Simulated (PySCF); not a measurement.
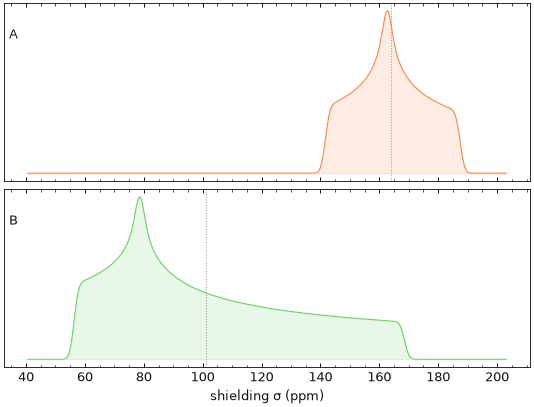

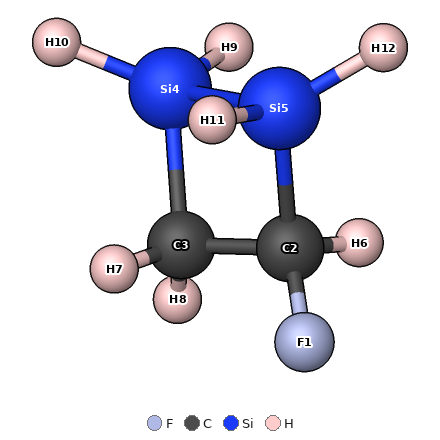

Static powder patterns (¹³C) from GIAO shielding tensors of C₂H₇FSi₂, SMILES F[C@H]1C[SiH2][SiH2]1, PBE0/def2-TZVP in PySCF, at a PBE0-D3(BJ)/def2-SVP geometry (no frequency check); absolute shielding, one fixed geometry of the isolated molecule without any motion, no dipolar terms. The dotted line is the isotropic value; skew is 3(σiso − σ22)/span.

> The panels belong to C2 and C3. Which is which?

panel A: C3, σ11, σ22, σ33 = 142, 163, 187 ppm, isotropic 164, span 46 ppm, skew 0.08; panel B: C2, σ11, σ22, σ33 = 56, 79, 169 ppm, isotropic 101, span 112 ppm, skew 0.60.

Caveats: one conformer of a flexible molecule.
